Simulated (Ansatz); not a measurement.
# Lattice dynamics of TiRe (Pm-3m)

Aim: the phonons of TiRe (Pm-3m) at a cell relaxed beforehand at this level. After the zone centre comes a 4×4×4 q mesh on a 16×16×16 k mesh.

Program: Ansatz 0.2.0. Level of theory: DFT PBEsol, scalar-relativistic, plane waves, PAW; PAW set soft_1. Results are calculated unless marked as measured.

## (1) The starting structure

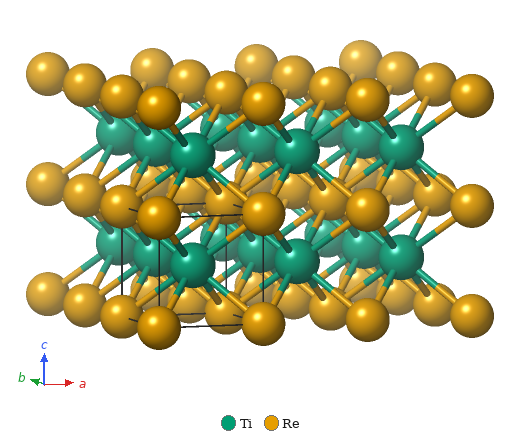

The starting structure, seen slightly off an axis (titanium teal, rhenium orange). 3×3×2 cells are drawn. Some periodic images of atoms are drawn too.

## (2) Linear response at the zone centre

The cell comes from relaxations at this level that are not shown. The zone centre comes first: it holds the modes that light can see, as far as symmetry allows. No field response is asked, since the mesh shows no gap.

Input file input.yaml:

```yaml
crystal:
  lattice:
    - [3.0829925603, 0.0, 0.0]
    - [0.0, 3.0829925603, 0.0]
    - [0.0, 0.0, 3.0829925603]
  atoms:
    - { symbol: Ti, position: [0.5, 0.5, 0.5] }
    - { symbol: Re, position: [0.0, 0.0, 0.0] }
kpoints:
  mp_grid: { grid: [16, 16, 16] }
hamiltonian:
  xc: pbesol
  pseudopotentials: { kind: paw, azcp: { folder: soft_1 }, xc_functional: pbe }
scf:
  occupations: { method: methfessel_paxton, width: 0.2 }
output:
  eigenvalues: true
phonons:
  method: dfpt
```

Launch:

```bash
ansatz run input.yaml --threads 4 --pin off --max-ram 10240MiB --backend cpu --events-out ev --progress --plain --runs-dir out
```

Numbers of over 12 decimals in the logs are rounded to 6 here.

Output:

```text
Engine: ansatz 0.2.0, aarch64-unknown-linux-gnu
Pseudopotentials: kind: paw
Pseudopotential: Ti, paw, valence charge 12, recommended cutoff 420 eV (normal), soft_1/Ti.paw.azcp
Pseudopotential: Re, paw, valence charge 15, recommended cutoff 420 eV (normal), soft_1/Re.paw.azcp
Functional definition: PBEsol
  exchange = pbesol_x
  correlation = pbesol_c
Crystal: 2 atoms, lattice volume = 29.303 Å³
Basis set: ecut = 420 eV, 587 PW (Γ), exchange–correlation on 48×48×48 points (8 copies of the dense FFT grid, shifted against one another)
Bands: 18, of which v1, the nominal top of the filled ones, is band 14 counted from 1 (13 counted from 0)
Symmetry: 48 space group operations
k-points: 405 of 4096 (irreducible under 8 space group operations, time reversal used)
Non-local potential: Ti, projectors of the file, l = 0: 3, l = 1: 2, l = 2: 3, l = 3: 1
Non-local potential: Re, projectors of the file, l = 0: 3, l = 1: 2, l = 2: 2, l = 3: 1
PAW form: soft (Blöchl's): semilocal exchange-correlation on the pseudo side does not see the compensation charge
PAW frozen core: Ti, regenerated for the run's functional, and the local potential with it (the file was generated under x = pbe(κ = 0.804, μ = 0.219515), c = pbe(β = 0.066725))
PAW frozen core: Re, regenerated for the run's functional, and the local potential with it (the file was generated under x = pbe(κ = 0.804, μ = 0.219515), c = pbe(β = 0.066725))
PAW one-centre angular grid: Ti, 590 points (default); XC on 64 Gauss nodes
PAW one-centre angular grid: Re, 590 points (default); XC on 64 Gauss nodes
Initial density: superposition of atomic densities (chi_scale 0.1, normalization cell, long waves kept (reshape's long-wave potential 0.00 eV rms))
Initial wavefunctions: pseudopotential atomic-orbital guess
Functional: x = pbesol(κ = 0.804, μ = 0.123457), c = pbesol(β = 0.046)
SCF iter   1: F=—  HF=-13213.703489 eV  |F-HF|=—  |Δ(HF+E_count)|=         —  Δρ=8.28e-2  dr2=2.88e0  ethr=3.10e-3  ⟨swp⟩=4.0  Hψ=28084  notcnv=0
preconditioner: auto → none  [metal: Δε(μ)=0.010 eV  Ē_g=5.140 eV  σ=0.200 eV  W_gap=0.04  n_scr=6 (ndim 8)  ℏωp=22.8 eV  f_vac=0.000  D(μ)=1.84/eV (n_scr^D=18)  sad-step TF]
SCF iter   2: F=—  HF=-13213.316592 eV  |F-HF|=—  |Δ(HF+E_count)|=   3.87e-1  S|Δr|=    0.00e0  Δρ=5.70e-2  dr2=1.49e0  ethr=3.10e-3  ⟨swp⟩=2.3  Hψ=12799  notcnv=0  defer=26
SCF iter   3: F=—  HF=-13213.065937 eV  |F-HF|=—  |Δ(HF+E_count)|=   2.51e-1  S|Δr|=    0.00e0  Δρ=5.00e-3  dr2=9.09e-3  ethr=3.10e-3  ⟨swp⟩=2.0  Hψ=11063  notcnv=0  defer=23
SCF iter   4: F=—  HF=-13213.065495 eV  |F-HF|=—  |Δ(HF+E_count)|=   4.43e-4  S|Δr|=    0.00e0  Δρ=1.03e-3  dr2=2.13e-4  ethr=3.36e-5  ⟨swp⟩=2.5  Hψ=13021  notcnv=0  defer=8
SCF iter   5: F=—  HF=-13213.065488 eV  |F-HF|=—  |Δ(HF+E_count)|=   6.58e-6  S|Δr|=    0.00e0  Δρ=1.49e-4  dr2=9.75e-6  ethr=7.87e-7  ⟨swp⟩=2.6  Hψ=11200  notcnv=0  defer=8
SCF iter   6: F=—  HF=-13213.065487 eV  |F-HF|=—  |Δ(HF+E_count)|=   1.12e-6  S|Δr|=    0.00e0  Δρ=1.45e-5  dr2=1.03e-7  ethr=3.61e-8  ⟨swp⟩=2.0  Hψ=8105  notcnv=0  defer=8
SCF iter   7: F=—  HF=-13213.065488 eV  |F-HF|=—  |Δ(HF+E_count)|=   1.57e-6  S|Δr|=    0.00e0  Δρ=1.50e-6  dr2=7.20e-10  ethr=3.82e-10  ⟨swp⟩=2.1  Hψ=9383  notcnv=0  defer=4
SCF iter   8: F=-13213.065488 eV  HF=-13213.065488 eV  |F-HF|=3.64e-12  |Δ(HF+E_count)|=  1.11e-10  S|Δr|=    0.00e0  Δρ=1.50e-7  dr2=5.34e-12  ethr=1.00e-12  ⟨swp⟩=4.3  Hψ=33106  notcnv=0
SCF 1 converged in 8 iterations: F = -13213.065488 eV  dr2 = 5.34e-12
  greatest PAW one-centre occupation: 0.999 electrons in one spin orbital (limit 2), on the Re atom at site 1 (counted from 0), in its partial waves of l = 0
DFPT response loops at Γ: preconditioner auto → Kerker (q_TF=auto, 2.691 Å⁻¹) (partly filled bands, converged f_vac=0.000); β = 1.00, the filter's whole step (`scf.mixing.beta` (0.50) is not read by the response loops under this deck's `scf.mixing.preconditioner`; to damp them name `kerker` or `kerker_dos`, under which they read `scf.mixing.beta`, and type it under 1.00, their step now; both keys bind the ground state too); Broyden in place of MSR1
SCF converged after 8 iterations
Stability not checked: this state was not tested for a lower state beside it, because cold or Methfessel-Paxton smearing, or corrected tetrahedra, fill the levels in a way that the test cannot read (fill_not_monotonic; see scf.lower_state_search)
Free energy (F): -13213.065488 eV
Harris-Foulkes:  -13213.065488 eV  (|F-HF|=3.64e-12)
Internal energy: -13213.068136 eV  (E = F + TS)
E sigma→0 (E₀):  -13213.066150 eV
Entropy (-TS):   0.002648 eV (1.324 meV/atom)
Fermi energy:    19.434266 eV
--- Per-component energies (eV) ---
  E_band       = -208.381911
  E_kinetic    = 806.593286
  E_local      = -1568.375767  (includes V_loc(G=0)·N_el)
  E_nonlocal   = 145.972317
  E_hartree    = 586.058496
  E_xc         = -470.554849
  E_vxc        = -436.516476  (∫ρ·V_xc dr)
  E_paw        = -9593.920421  (= ΣΔE_a)
  E_vpaw       = -328.172278  (= ΣTr[D̂ρ^β])
  E_aug_tail   = -0.000018  (compensation charges beyond the density's cutoff)
  E_ewald      = -3119.213890
  E_core_change = 0.372711  (= ΣΔE_core)
  E_smearing   = 0.002648  (= −TS)
  E_closure    = -0.000000  (closes the sum)
  Σ components = -13213.065488   (vs F -13213.065488, Δ=0.00e0)
--- Band table (eV; the first three rows and the last of 405) ---
  k-point 0: bands = [... 10 lower, 15.0657, 19.4175, 19.4175, 19.4175, 22.4602, 22.4602, 24.4450, 24.4450]
  k-point 1: bands = [... 10 lower, 15.1349, 19.4017, 19.4017, 19.4533, 22.3602, 22.4954, 24.2082, 24.2082]
  k-point 2: bands = [... 10 lower, 15.3349, 19.3592, 19.3592, 19.5598, 22.0729, 22.5965, 23.6473, 23.6473]
  k-point 404: bands = [... 10 lower, 16.8509, 18.7736, 18.7736, 18.7736, 22.6759, 22.6759, 23.3833, 23.3833]
--- Phonons (Γ-DFPT): 2 representative perturbations + reference, on 405 of 4096 k-points (Σ response iterations 6) ---
  k mesh reduced under 8 symmetry operations, with k and −k counted as one. Each operation leaves every solved perturbation unchanged. A smaller set is not used because it would not reduce the number of displacements times k-points to solve
  ASR residual: 8.226e-5 → 0.000e0 eV/Å²; symmetrization residual: 6.207e-6 eV/Å²
  ASR residual per site (eV/Å²): 8.23e-5 7.25e-5
  Γ frequencies (cm⁻¹): 0.00 0.00 0.00 278.73 278.73 278.73
  non-analytic LO–TO correction: not included (Born effective charges unavailable; polar crystals: no LO–TO splitting at Γ)
```

Wall time 28 s (4 threads of Arm Neoverse N1, shared host); peak memory 0.91 GiB.

The column dr2 measures how far the density is from self-consistency, as an energy; F and HF (Harris–Foulkes) agree once it is small.

Numbers from this step:

| Item | Value |
| --- | --- |
| volume per atom | 14.65 Å³ |
| gap on the k-mesh | 0 eV |
| sum-rule residual before enforcement | 8.23e-5 eV/Å² |
| point group | m-3m |
| highest optical mode at the zone centre (no LO-TO term) | 278.7 cm⁻¹ |
| lowest optical zone-centre mode | 278.7 cm⁻¹ |

Patterns of degenerate modes are one choice out of their space. Modes at Γ, with each element's share of the kinetic energy:

| mode | frequency (cm⁻¹) | symmetry | Ti % | Re % |
| --- | --- | --- | --- | --- |
| 1 | 0.0 | acoustic | 20 | 80 |
| 2 | 0.0 | acoustic | 20 | 80 |
| 3 | 0.0 | acoustic | 20 | 80 |
| 4 | 278.7 | T1u | 80 | 20 |
| 5 | 278.7 | T1u | 80 | 20 |
| 6 | 278.7 | T1u | 80 | 20 |

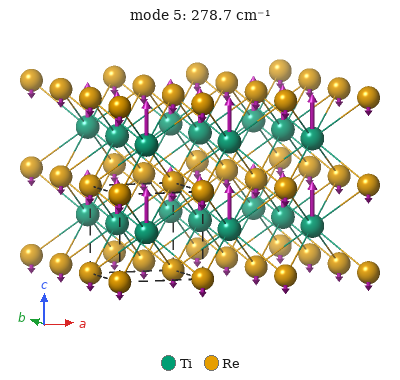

Displacement patterns of mode 5 at Γ; arrows are exaggerated. 3×3×2 cells are drawn. Some periodic images of atoms are drawn too.

Before it was imposed, the acoustic sum rule was missed by 8.2e-5 eV/Å². Small misses are needed for a sound result but don't prove that mesh and cutoff are converged. The lowest optical mode is real, 279 cm⁻¹.

## (3) Phonons on a q mesh

Stability and thermal properties need the whole zone. Linear response on a 4×4×4 q mesh gives force constants as far as a supercell of that size would.

input.yaml, as its differences from that of step 2:

```diff
@@ -19 +19,8 @@
   method: dfpt
+  qmesh: [4, 4, 4]
+  temperatures: { t_max: 1000, t_step: 50 }
+  qpath:
+    path:
+      - [[0.0, 0.0, 0.0], [0.0, 0.5, 0.0], [0.5, 0.5, 0.0], [0.0, 0.0, 0.0], [0.5, 0.5, 0.5], [0.0, 0.5, 0.0]]
+      - [[0.5, 0.5, 0.5], [0.5, 0.5, 0.0]]
+    npoints: 10
```

Output:

```text
[...]
Crystal: 2 atoms, lattice volume = 29.303 Å³
Basis set: ecut = 420 eV, 587 PW (Γ), exchange–correlation on 48×48×48 points (8 copies of the dense FFT grid, shifted against one another)
Bands: 18, of which v1, the nominal top of the filled ones, is band 14 counted from 1 (13 counted from 0)
Symmetry: 48 space group operations
k-points: 165 of 4096
[...]
SCF iter   1: F=—  HF=-13213.703502 eV  |F-HF|=—  |Δ(HF+E_count)|=         —  Δρ=8.28e-2  dr2=2.88e0  ethr=3.10e-3  ⟨swp⟩=4.0  Hψ=11442  notcnv=0
[...]
SCF iter   8: F=-13213.065488 eV  HF=-13213.065488 eV  |F-HF|=7.28e-12  |Δ(HF+E_count)|=  1.07e-10  S|Δr|=    0.00e0  Δρ=1.47e-7  dr2=5.04e-12  ethr=1.00e-12  ⟨swp⟩=4.3  Hψ=13502  notcnv=0
SCF 1 converged in 8 iterations: F = -13213.065488 eV  dr2 = 5.04e-12
[...]
phonons: the bands overlap, so this run is a metal and interpolates without the dipole-dipole term. If the crystal is really an insulator or semiconductor, its LO-TO splitting is missing
NSCF: frozen V_eff on 165 k-points
[...]
DFPT response loops at q = (0, 0, 0) (fractional): preconditioner auto → Kerker (q_TF=auto, 2.691 Å⁻¹) (partly filled bands, converged f_vac=0.000); β = 1.00, the filter's whole step (`scf.mixing.beta` (0.50) is not read by the response loops under this deck's `scf.mixing.preconditioner`; to damp them name `kerker` or `kerker_dos`, under which they read `scf.mixing.beta`, and type it under 1.00, their step now; both keys bind the ground state too); Broyden in place of MSR1
[...]
SCF converged after 8 iterations
[...]
Free energy (F): -13213.065488 eV
[...]
Internal energy: -13213.068136 eV  (E = F + TS)
E sigma→0 (E₀):  -13213.066150 eV
Entropy (-TS):   0.002648 eV (1.324 meV/atom)
Fermi energy:    19.434266 eV
[...]
--- Band table (eV; the first three rows and the last of 165) ---
  k-point 0: bands = [... 10 lower, 15.0657, 19.4175, 19.4175, 19.4175, 22.4602, 22.4602, 24.4450, 24.4450]
  k-point 1: bands = [... 10 lower, 15.1349, 19.4017, 19.4017, 19.4533, 22.3602, 22.4954, 24.2082, 24.2082]
  k-point 2: bands = [... 10 lower, 15.3349, 19.3592, 19.3592, 19.5598, 22.0729, 22.5965, 23.6473, 23.6473]
  k-point 164: bands = [... 10 lower, 16.8509, 18.7736, 18.7736, 18.7736, 22.6759, 22.6759, 23.3833, 23.3833]
--- Phonons (Γ-DFPT): 2 representative perturbations + reference (Σ response iterations 6) ---
  ASR residual: 8.581e-5 → 0.000e0 eV/Å²; symmetrization residual: 4.973e-6 eV/Å²
  ASR residual per site (eV/Å²): 8.58e-5 6.42e-5
  Γ frequencies (cm⁻¹): 0.00 0.00 0.00 278.73 278.73 278.73
--- Phonons (arbitrary-q DFPT): 10 irreducible q on the 4×4×4 mesh ---
  q = [0.0000, 0.0000, 0.0000] (star 1, of the zone-centre solve; hermiticity 9.14e-7, symmetrization 5.58e-13): -0.00 -0.00 0.00 278.73 278.73 278.73
  q = [0.0000, 0.0000, 0.2500] (star 6, 4 solved perturbations in 4032 linear systems a pass and spin channel, the states on 1296 of 4096 k-point pairs; hermiticity 5.95e-7, symmetrization 6.55e-14): 65.47 65.47 127.35 246.22 246.22 302.22
[...]
q = [0.0000, 0.2500, -0.5000] (star 12, 6 solved perturbations on 1296 of 4096 k-point pairs; hermiticity 9.60e-7, symmetrization 1.13e-14): 126.74 137.83 145.65 224.02 273.48 327.20
[...]
sum rule: each row above includes the acoustic sum rule's correction from the zone centre's row sums; it moved no ω² by more than (0.70 cm⁻¹)²
  mesh force constants: q→R imaginary residual 1.76e-18; ASR residual 8.581e-5 → 0.000e0 eV/Å²; symmetrization residual 1.066e-14 eV/Å²
  interpolated dispersion: 62 rows × 6 modes
  density of states and harmonic sums: on the 20×20×20 q-mesh, interpolated from the force constants of a 4×4×4 supercell (no non-analytic term)
  largest difference from the sums on the solved wave vectors: F 1.18e-2 eV, S 1.58e-5 and C_V 4.01e-6 eV/K
  zero-point energy: 0.075031 eV/cell   skipped modes (ω ≤ 0): 3   left out of the sums: 6.25e-5 of the cell's modes: C_V's classical limit lies that fraction below 3 k_B per atom; for a crystal, a wire or a layer, F and S can be off by more, and a phonons.interpolated_qmesh denser along its periods is the remedy for the sampling
```

Run time: 15 min. Hardware: 4 threads; peak memory 3.1 GiB; 57 min of CPU time.

Numbers from this step:

```
sum-rule residual before enforcement                       : 8.58e-5 eV/Å²
lowest frequency on the path                               : 0 cm⁻¹
highest frequency on the path or at a solved wavevector    : 338.6 cm⁻¹
mean frequency                                             : 201.7 cm⁻¹
Debye temperature (second moment)                          : 404 K
logarithmic mean frequency                                 : 183.7 cm⁻¹
lowest mode on the q mesh (acoustic modes at Γ apart)      : 65.47 cm⁻¹
zero-point energy per atom                                 : 37.52 meV
heat capacity at 300 K                                     : 22.85 J/(mol atoms K)
vibrational entropy at 300 K                               : 29.19 J/(mol atoms K)
edges of the widest gap between branches, on path and mesh : 168.1, 193.1 cm⁻¹
```

Frequencies (cm⁻¹) solved at each irreducible wavevector; negative means imaginary. Frequencies by wavevector, by row:

| q in reciprocal lattice units | star | mode 1 | mode 2 | mode 3 | mode 4 | mode 5 | mode 6 |
| --- | --- | --- | --- | --- | --- | --- | --- |
| 0 0 0 | 1 | 0 | 0 | 0 | 278.7 | 278.7 | 278.7 |
| 0 0 0.25 | 6 | 65.5 | 65.5 | 127.3 | 246.2 | 246.2 | 302.2 |
| 0 0 -0.5 | 3 | 116.3 | 116.3 | 168.1 | 193.1 | 193.1 | 338.6 |
| 0 0.25 0.25 | 12 | 100.8 | 101.7 | 145.2 | 243 | 276.6 | 300.1 |
| 0 0.25 -0.5 | 12 | 126.7 | 137.8 | 145.7 | 224 | 273.5 | 327.2 |
| 0 -0.5 -0.5 | 3 | 135.2 | 135.2 | 161.8 | 256 | 308.7 | 308.7 |
| 0.25 0.25 0.25 | 8 | 116.9 | 116.9 | 140.7 | 275.9 | 275.9 | 284.9 |
| 0.25 0.25 -0.5 | 12 | 131.9 | 135.2 | 143 | 251.9 | 292.3 | 316.9 |
| 0.25 -0.5 -0.5 | 6 | 138.9 | 138.9 | 141.7 | 266.8 | 306.2 | 306.2 |
| -0.5 -0.5 -0.5 | 1 | 140.5 | 140.5 | 140.5 | 307.7 | 307.7 | 307.7 |

Interpolated from a 4×4×4 q mesh. The phonon branches at the labelled points (cm⁻¹):

| point | branch 1 | branch 2 | branch 3 | branch 4 | branch 5 | branch 6 |
| --- | --- | --- | --- | --- | --- | --- |
| Γ | 0 | 0 | 0 | 279 | 279 | 279 |
| X | 116 | 116 | 168 | 193 | 193 | 339 |
| M | 135 | 135 | 162 | 256 | 309 | 309 |
| Γ | 0 | 0 | 0 | 279 | 279 | 279 |
| R | 140 | 140 | 140 | 308 | 308 | 308 |
| X | 116 | 116 | 168 | 193 | 193 | 339 |
| jump to R | 140 | 140 | 140 | 308 | 308 | 308 |
| M | 135 | 135 | 162 | 256 | 309 | 309 |

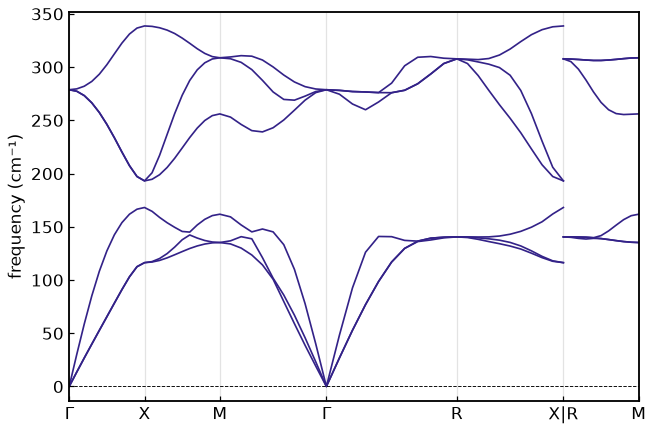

Phonon branches along the path.

The phonon density of states has structure finer than the step of the table below, so its rows give means over 25 cm⁻¹, whole bins alone (the curve runs from 2.5 to 338 cm⁻¹). Peaks (cm⁻¹: height): 137.5: 0.106, 252.5: 0.0328, 307.5: 0.0633.

Tetrahedra on a 20×20×20 mesh, mean over bins of 5 cm-1. Interpolated from a 4×4×4 q mesh. Table of phonon density of states by wavenumber; means over each step:

| wavenumber (cm⁻¹) | phonon density of states (1/cm⁻¹/cell) |
| --- | --- |
| 25 | 7.0e-4 |
| 50 | 0.00288 |
| 75 | 0.00699 |
| 100 | 0.0155 |
| 125 | 0.0490 |
| 150 | 0.0447 |
| 175 | 2.8e-4 |
| 200 | 0.00221 |
| 225 | 0.0114 |
| 250 | 0.0292 |
| 275 | 0.0226 |
| 300 | 0.0385 |
| 325 | 0.0159 |

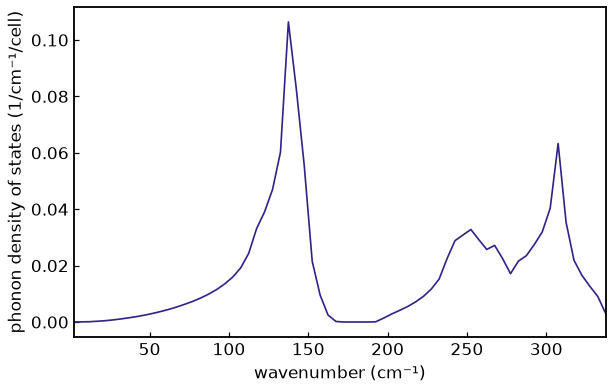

Phonon density of states against wavenumber.

[end of part 1 of 2]

[Logs are printed without paths, hosts, clocks, repeated set-up lines and the standing remarks that a program may print on its own settings, such as how far it seeks lower states.]

[Hosts, paths, dates, database ids (printed as entryN), source tags and the programs' standing remarks are cut or masked in the printed files.]
